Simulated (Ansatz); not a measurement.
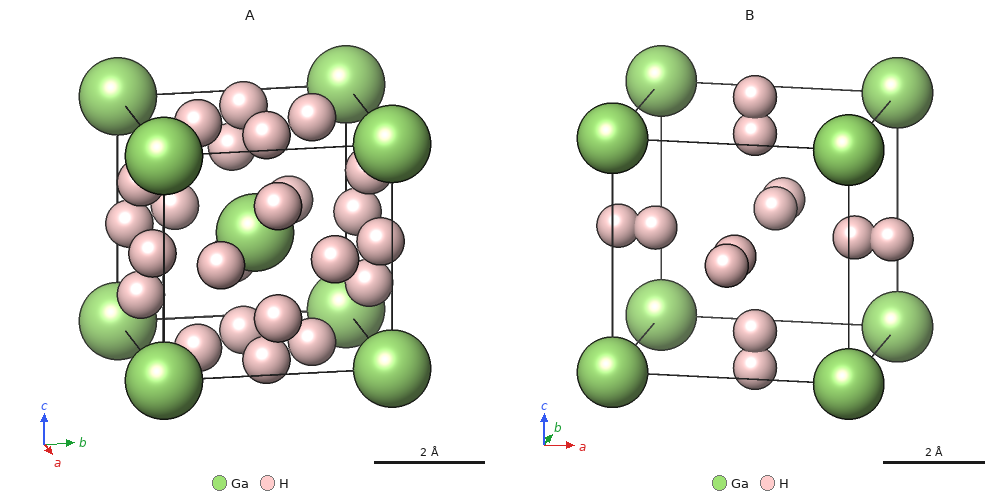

Two structures of GaH₆, each relaxed to rest (conventional cells in solid outline, small ones repeated, not to one scale). Method: Ansatz 0.2.0, DFT PBE, scalar-relativistic, plane waves, PAW, without spin polarisation.

> Name structures A and B.

A: 14 atoms a cell on a body-centred cubic lattice, Im-3m. B: 7 atoms a cell on a primitive cubic lattice, Pm-3m.

> Which structure wins energetically, and by what margin?

B is lower, by 565 meV/atom at this level of theory (energies at zero smearing). Volumes: A 5.4, B 15.8 Å³/atom.

One or both may be structure types tried for this composition rather than known phases.
